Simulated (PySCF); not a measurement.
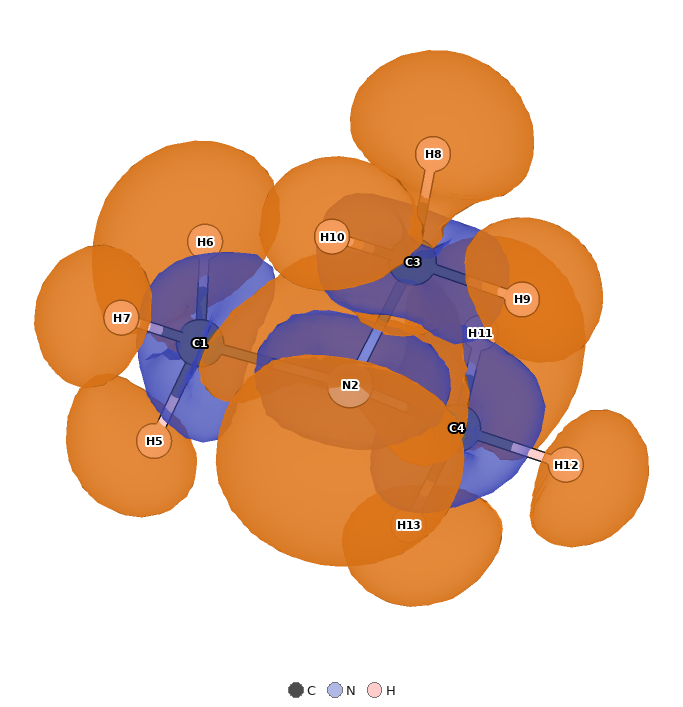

C3H9N, SMILES `CN(C)C`. Fukui function f⁻ = ρ(N) − ρ(N−1) at fixed geometry, surfaces at ±0.015 e/Å³ (orange positive, blue negative).

Computed with PySCF, PBE/def2-TZVP, geometry: GFN2-xTB. No frequency check shows the geometry to be a minimum.

Coordinates in Å:

```
C1      -1.3464    0.3011    0.0625
N2      -0.0001    0.0000   -0.3740
C3       0.4125   -1.3167    0.0625
C4       0.9341    1.0155    0.0625
H5      -1.6405    1.2730   -0.3312
H6      -1.4442    0.3229    1.1603
H7      -2.0264   -0.4532   -0.3311
H8       0.4425   -1.4122    1.1603
H9       1.4058   -1.5283   -0.3313
H10     -0.2822   -2.0573   -0.3312
H11      1.0018    1.0893    1.1603
H12      1.9228    0.7843   -0.3312
H13      0.6207    1.9816   -0.3313
```

### On which atoms does the density change most on removal of an electron?

f⁻ (Hirshfeld-condensed) is largest on N2 (0.25); the vertical ionisation energy is 8.23 eV (the stability of the cation's solution wasn't checked). Condensed values hint at sites of electrophilic attack but needn't mark the atom that reacts. Orbital relaxation makes it negative in places (0.22 e in all).

```csv
atom,f⁻,charge
C1,+0.06,−0.07
N2,+0.25,−0.09
C3,+0.06,−0.07
C4,+0.06,−0.07
H5,+0.05,+0.04
H6,+0.09,+0.02
H7,+0.05,+0.04
H8,+0.09,+0.02
H9,+0.05,+0.04
H10,+0.05,+0.04
H11,+0.09,+0.02
H12,+0.05,+0.04
H13,+0.05,+0.04
```
